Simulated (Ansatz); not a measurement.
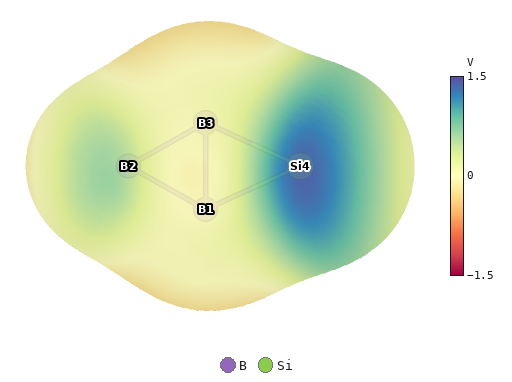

B₃Si (quartet). The electrostatic potential painted on the density surface at 0.002 e/bohr³, seen across its widest extent; the colour scale runs from red (negative) to blue (positive).

Geometry: r2SCAN-D4/def2-TZVP.

Method: UKS PBE0-D4/def2-TZVP (Ansatz 0.2.0).

> Where is the surface potential most negative and most positive?

The most negative region (about −0.2 V) lies over B2, the most positive (about +1.4 V) over Si4.
